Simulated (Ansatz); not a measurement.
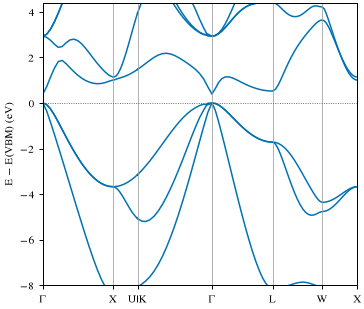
Fig. 1. Band structure from the program Ansatz at the r²SCAN level (PAW)

### Question
Read off the gap and where the band edges lie.

### Answer
About 0.4 eV (0.39 eV by a search for the band edges); maximum at Γ, minimum at Γ.

The material is BiB (zinc blende, F-43m).

The cell is a constructed one: a structure type filled with these elements; neither database checked (COD, Materials Project) lists it. Its standing as an ambient phase is unchecked. The cell was relaxed with r²SCAN under the symmetry of its start; its stability against distortions is not shown here. Scalar-relativistic: spin–orbit coupling is off unless named, which matters more the heavier the elements.

Potentials: the later of the program's two PAW sets.
